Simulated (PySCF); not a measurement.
# [BH4]− (borohydride) at PBE/STO-3G

Aim: the vertical ionisation energy of [BH4]− (borohydride) at PBE/STO-3G, from 2 runs. 

Program for the calculation: PySCF 2.14.0.

10 further runs of the same task are left out: 1 that didn't finish, 9 set aside as unsound or not needed.

### Step 1. The structure to begin with

The species is [BH4]− (5 atoms), meant as a singlet with charge -1. SMILES: `[BH4-]`. Geometry: relaxed at GFN2-xTB.

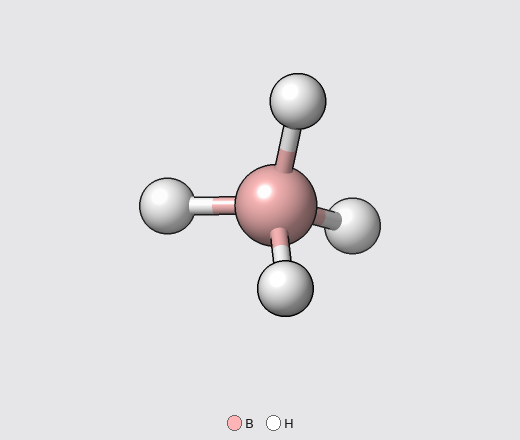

Viewed from a chosen angle; boron pink, hydrogen white.

### Step 2. A single-point energy at PBE/STO-3G

run.py

```python
# [BH4-]
from pyscf import gto, dft

mol = gto.M(
    atom='''
B      0.000100     0.000170    -0.000110
H      0.683660     0.997010     0.217690
H      0.726340    -0.988490    -0.067070
H     -0.600410     0.139700    -1.063360
H     -0.809690    -0.148380     0.912850
''',
    charge=-1,
    verbose=3,
    max_memory=1860,
    basis='sto-3g',
)

calc0 = dft.RKS(mol)
calc0.xc = 'pbe'
calc0.grids.level = 5
calc0.conv_tol = 1e-10
calc0.kernel()
if not calc0.converged:
    calc0 = calc0.newton().run(calc0.mo_coeff, calc0.mo_occ)

etot = calc0.e_tot
print('Final energy', etot)
```

Launch:

```sh
$ OMP_NUM_THREADS=1 python run.py
```

Log:

```text
converged SCF energy = -26.7667516744198
Final energy -26.766751674419762
```

It took 1.4 s on 1 thread of Arm Neoverse V1, shared host; peak memory 0.16 GiB.

### Step 3. Doublet neutral BH4

run.py

```python
from pyscf import gto, dft

molecule = gto.Mole()
molecule.atom = [
    ('B', (0.000100, 0.000170, -0.000110)),
    ('H', (0.683660, 0.997010, 0.217690)),
    ('H', (0.726340, -0.988490, -0.067070)),
    ('H', (-0.600410, 0.139700, -1.063360)),
    ('H', (-0.809690, -0.148380, 0.912850)),
]
molecule.verbose = 3
molecule.basis = 'sto-3g'
molecule.spin = 1
molecule.max_memory = 1860
molecule.build()

myscf = dft.UKS(molecule)
myscf.xc = 'pbe'
myscf.grids.level = 5
myscf.conv_tol = 1e-10
myscf.kernel()
if not myscf.converged:
    myscf = myscf.newton().run(myscf.mo_coeff, myscf.mo_occ)

etot = myscf.e_tot
print(f'total energy: {etot:.8f} hartree')
```

Launch:

```sh
$ OMP_NUM_THREADS=1 python run.py
```

Log:

```text
converged SCF energy = -26.7070017618715  <S^2> = 0.75098117  2S+1 = 2.0009809
total energy: -26.70700176 hartree
```

It took 2.8 s on 1 thread of Arm Neoverse V1, shared host; peak memory 0.17 GiB.

### Step 4. Results

Level: PBE/STO-3G.

| quantity | value |
| --- | --- |
| singlet [BH4]−: total energy | -26.76675 Eh |
| singlet [BH4]−: HOMO energy | 3.26 eV |
| singlet [BH4]−: LUMO energy | 21.07 eV |
| singlet [BH4]−: HOMO–LUMO gap (to an unbound level, set by the basis) | 17.82 eV |
| doublet neutral BH4: total energy | -26.70700 Eh |
| doublet neutral BH4: dipole moment | 0.00 D |
| doublet neutral BH4: HOMO energy (highest over α and β) | -6.67 eV |
| doublet neutral BH4: LUMO energy (lowest over α and β) | -6.42 eV |
| doublet neutral BH4: ⟨S²⟩ | 0.751 |
| vertical detachment energy (to the doublet neutral) | 1.626 eV |

**Reading.** The vertical ionisation energy comes to 1.63 eV (157 kJ/mol). −ε(HOMO) before ionisation, -3.26 eV, is 4.88 eV below this ionisation energy. In a minimal basis such a difference can be off by several eV, whatever the method. The HOMO (singlet [BH4]−) lies at positive energy, 3.26 eV, as semi-local functionals often give for anions; only total energies tell whether the electron is bound.
